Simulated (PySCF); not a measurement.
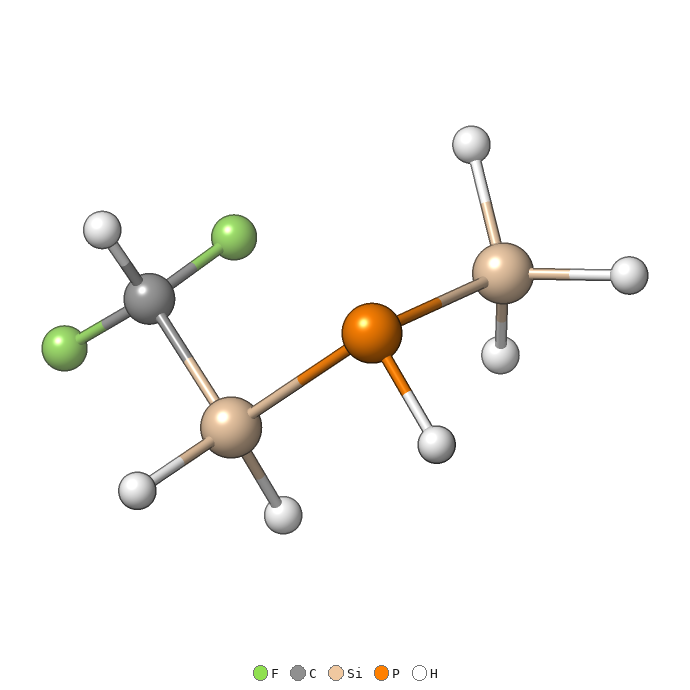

Ball-and-stick drawing of a structure. Every bond is drawn as one stick, whatever its order.

**What is the molecular formula?**

CH7F2PSi2, 13 atoms: 1 carbon, 7 hydrogen, 2 fluorine, 1 phosphorus and 2 silicon.

**Write the SMILES.**

FC(F)[SiH2]P[SiH3]

The parts below concern this one geometry. Atoms keep their numbers from picture to picture. The geometry was computed by an optimisation with PBE0-D3(BJ)/def2-SVP. No frequency run is at hand to confirm it as a minimum.

### Symmetry

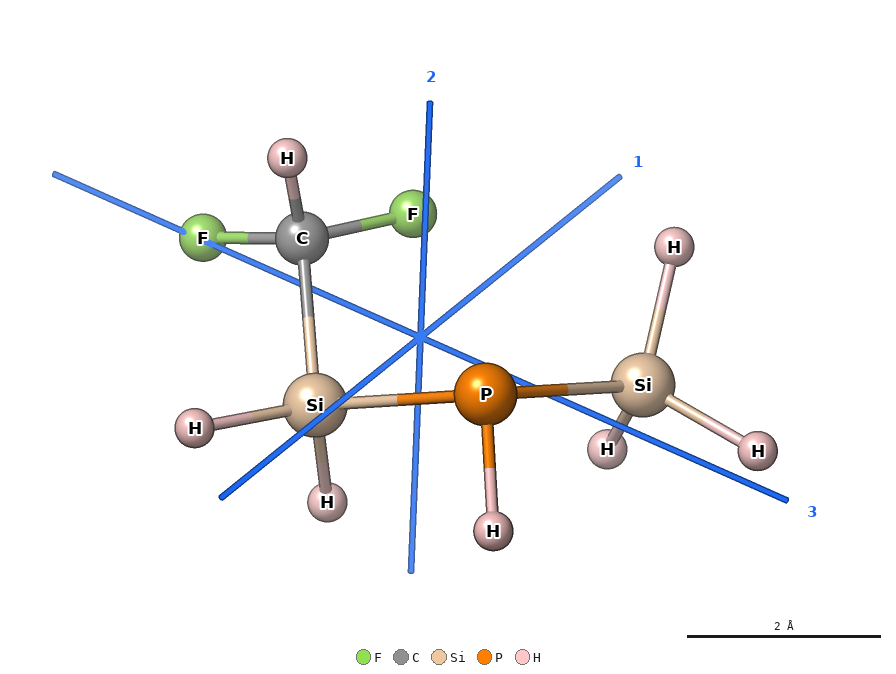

The three principal axes of inertia are drawn and numbered. Distant atoms are faded towards the background colour. No frequency run is at hand to confirm it as a minimum. Masses are those of the most abundant isotopes; constants are for the rigid equilibrium geometry.

**Which line is the a axis (least moment of inertia), which b and which c?**

a is line 3, b is line 1, c is line 2; the moments are 183, 470, 592 u Å².

**What kind of rotor is it, and what are its rotational constants in MHz?**

An asymmetric top (C1): A = 2769, B = 1076, C = 853 MHz. Ray's parameter κ is −0.77, nearer the prolate limit.

### Core levels

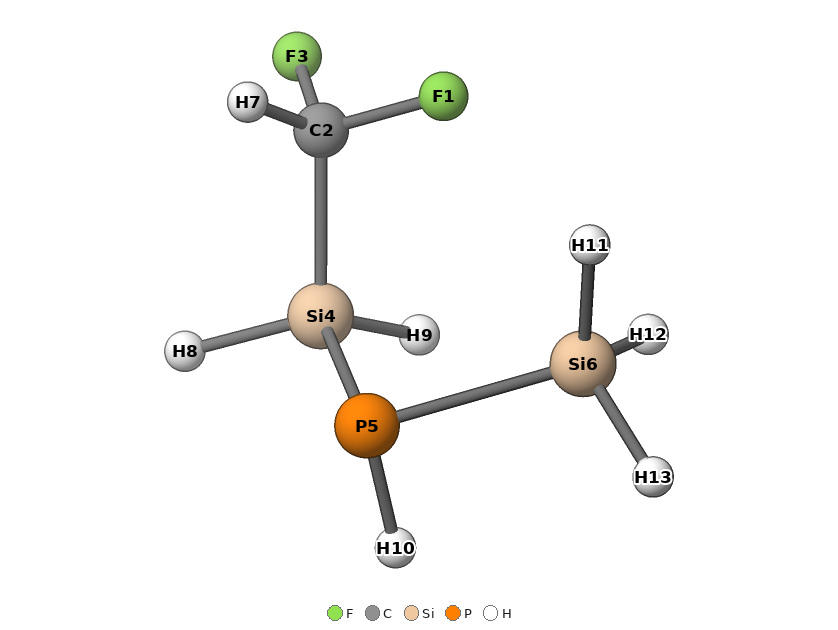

No frequency run is at hand to confirm it as a minimum. Method: delta-SCF UKS SCAN, def2-TZVP on the ionised atom, pcseg-1 elsewhere, spin-free X2C (PySCF 2.14.0).

Give the core-electron binding energies (to vacuum; p and d levels without spin–orbit splitting) of F1 1s, C2 1s, Si4 1s, Si4 2p, P5 1s, P5 2p, Si6 1s, Si6 2p.

```csv
atom,level,binding energy (eV)
F1,1s,693.8
C2,1s,295.4
Si4,1s,1850.6
Si4,2p,107.4
P5,1s,2153.7
P5,2p,136.8
Si6,1s,1850.5
Si6,2p,107.3
```

### Levels of theory compared

No frequency run is at hand to confirm it as a minimum. Program: PySCF 2.14.0.

At this fixed geometry, give dipole (D) at these levels: B97-2/pcSseg-1; BHandHLYP/pcSseg-1; CAM-B3LYP/pcSseg-1; LC-wPBE/pcSseg-1; PBE0/6-31G; PBE0/STO-3G; PBE0/pcSseg-1; WP04/pcSseg-1; mPW1PW91/pcSseg-1; ωB97X-D/pcSseg-1.

```csv
level,dipole (D)
B97-2/pcSseg-1,1.36
BHandHLYP/pcSseg-1,1.55
CAM-B3LYP/pcSseg-1,1.43
LC-wPBE/pcSseg-1,1.37
PBE0/6-31G,1.36
PBE0/STO-3G,1.08
PBE0/pcSseg-1,1.36
WP04/pcSseg-1,1.62
mPW1PW91/pcSseg-1,1.38
ωB97X-D/pcSseg-1,1.37
```

### Charges

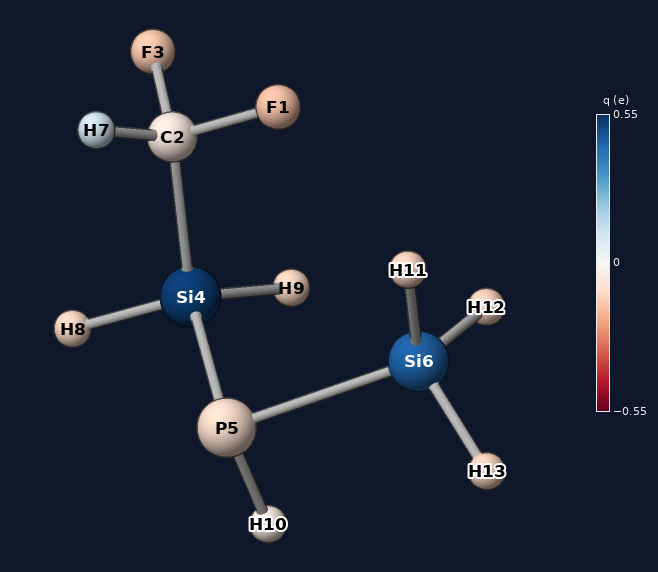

Atoms are coloured by their IAO charges. No frequency run is at hand to confirm it as a minimum. Method: PBE0/STO-3G, gas phase (PySCF 2.14.0).

**Which atom carries the highest charge (most positive or least negative)?**

Si4 (0.51 e).

**And the lowest?**

F1 (−0.15 e).

Give the IAO charges atom by atom.

```json
{"atom": "F1", "value (e)": "−0.15"}
{"atom": "C2", "value (e)": "−0.05"}
{"atom": "F3", "value (e)": "−0.14"}
{"atom": "Si4", "value (e)": "0.51"}
{"atom": "P5", "value (e)": "−0.09"}
{"atom": "Si6", "value (e)": "0.44"}
{"atom": "H7", "value (e)": "0.10"}
{"atom": "H8", "value (e)": "−0.10"}
{"atom": "H9", "value (e)": "−0.11"}
{"atom": "H10", "value (e)": "−0.05"}
{"atom": "H11", "value (e)": "−0.12"}
{"atom": "H12", "value (e)": "−0.12"}
{"atom": "H13", "value (e)": "−0.12"}
```

### NMR shielding

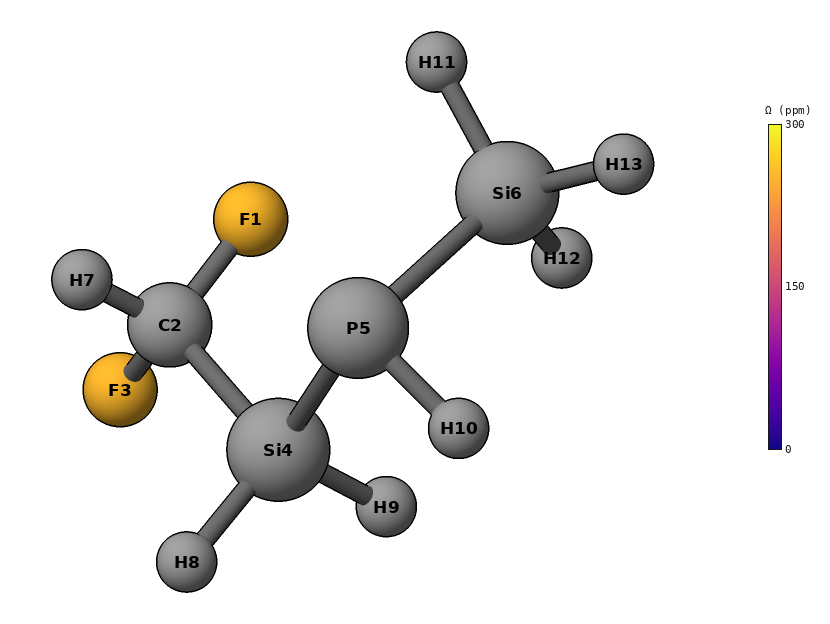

The F atoms are coloured by the span of their shielding tensor. No frequency run is at hand to confirm it as a minimum. Properties computed with GIAO BHandHLYP/pcSseg-1 NMR shielding, non-relativistic, gas phase (PySCF 2.14.0). Principal shieldings σ11 ≤ σ22 ≤ σ33, span Ω = σ33 − σ11, skew κ = 3(σiso − σ22)/Ω.

Give the shielding tensors of the F atoms.

| atom | σ11 | σ22 | σ33 | σiso | Ω | κ |
| --- | --- | --- | --- | --- | --- | --- |
| F1 | 216.0 | 333.4 | 471.1 | 340.2 | 255.2 | 0.08 |
| F3 | 207.4 | 335.4 | 460.8 | 334.5 | 253.3 | −0.01 |

Shieldings and span in ppm.
